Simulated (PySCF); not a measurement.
C6H8Si (SMILES C=C=CCC#C[SiH3])

```xyz
15

C    -3.5927   -0.1054    0.4543
C    -2.5173   -0.1373   -0.2652
C    -1.4368   -0.1966   -0.9781
C    -0.3113   -1.1673   -0.7081
C     0.9219   -0.4476   -0.4518
C     1.9315    0.1816   -0.2574
Si    3.4907    1.1177    0.0414
H    -4.4610   -0.6974    0.2105
H    -3.6725    0.5254    1.3254
H    -1.2858    0.4793   -1.8097
H    -0.1679   -1.8123   -1.5830
H    -0.5560   -1.7958    0.1526
H     4.3864    0.2883    0.8530
H     4.1056    1.4149   -1.2560
H     3.1607    2.3604    0.7446
```

Geometry: GFN2-xTB.

The calculation used CAM-B3LYP/def2-SVPD, SCF density, gas phase in PySCF 2.14.0.

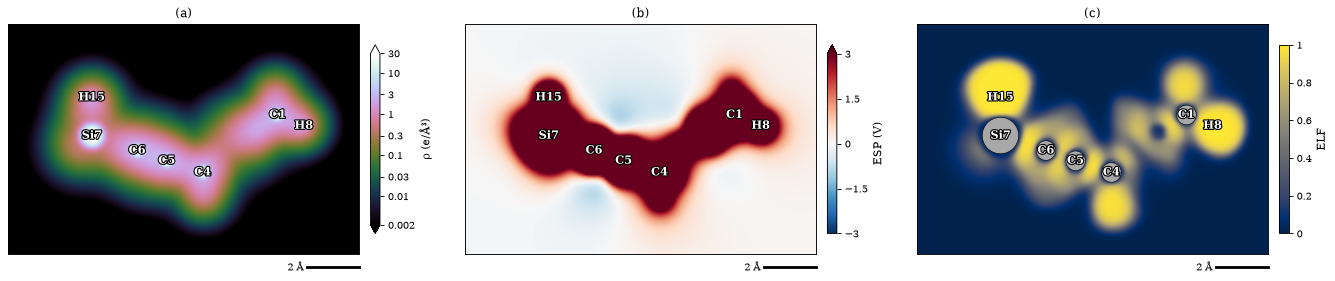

Figure 1. (a) total electron density; (b) electrostatic potential; (c) ELF on the plane of atoms C6, Si7 and H15. Grey discs cover the atomic cores in the ELF map.

What does the map show?

Atoms in the plane: C, Si and H.
C–C (1.21 Å): ρ at the midpoint is about 2.7 e/Å³; the ELF peaks at about 0.85 between the atoms (a multiple bond).
C–Si (1.84 Å): ρ is about 0.94 e/Å³ halfway; the ELF peaks at about 0.95 between the atoms: localised, covalent bonding.
C–H (1.08 Å): the density is about 2 e/Å³ at the midpoint; the ELF climbs to about 1 towards the hydrogen, as it does in any bond to H: an ordinary covalent bond to hydrogen.
Si–H (1.47 Å): ρ at the midpoint is about 0.8 e/Å³; the ELF climbs to about 1 towards the hydrogen.
Outside the dense part of the molecule the potential is most negative (−0.9 V) near C6.

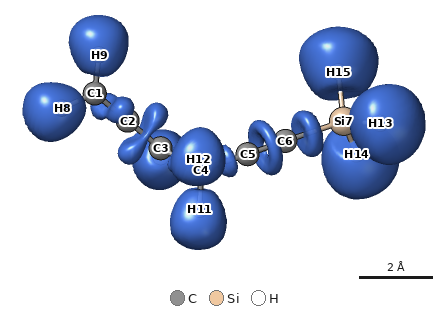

Figure 2. Isosurface of the electron localisation function at 0.85 (blue), seen at a tilt. Only the valence region is drawn (cores and ρ < 0.01 e/Å³ removed).

Describe the localisation domains.

The ELF exceeds this value in five regions between bonded C–C atoms (shared pairs), one region between bonded C–Si atoms (shared pairs) and eight regions around hydrogen nuclei.

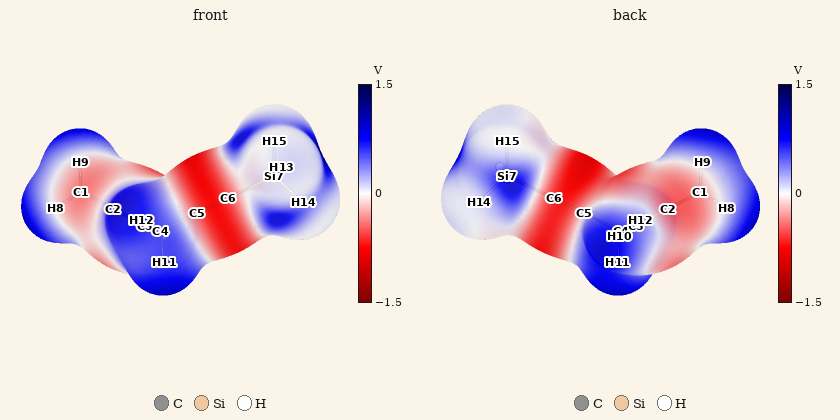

Figure 3. The molecular electrostatic potential painted on the density surface at 0.002 e/bohr³, seen from the front and from behind; red is negative and blue positive.

Which sites attract a positive test charge, and which a negative one?

A positive charge is drawn to the negative regions and a negative charge to the positive ones. The most negative region (about −0.8 V) lies over C5 and C6, the most positive (about +1.3 V) over Si7.

What dipole moment does the calculation give?

Its dipole moment is 0.99 D.
